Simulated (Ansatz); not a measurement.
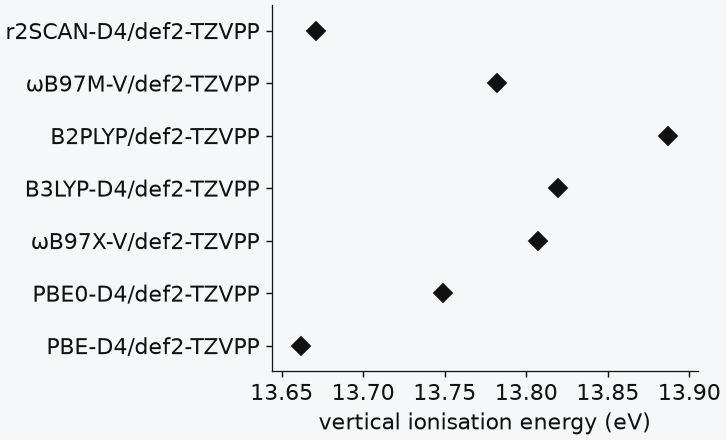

Vertical ionisation energy of CO₂, SMILES O=C=O, taken as the energy of the cation less that of the neutral at fixed geometry (unrestricted doublet cation, cores frozen in correlated methods, no spin-orbit coupling), the Ansatz code, at a PBE0-D4/def2-TZVP geometry (a minimum by its frequencies).

What range do the values span?

From 13.66 eV (PBE-D4/def2-TZVPP) to 13.89 eV (B2PLYP/def2-TZVPP).

Give the values.

```
               level     eV
r2SCAN-D4/def2-TZVPP  13.67
  ωB97M-V/def2-TZVPP  13.78
   B2PLYP/def2-TZVPP  13.89
 B3LYP-D4/def2-TZVPP  13.82
  ωB97X-V/def2-TZVPP  13.81
  PBE0-D4/def2-TZVPP  13.75
   PBE-D4/def2-TZVPP  13.66
```
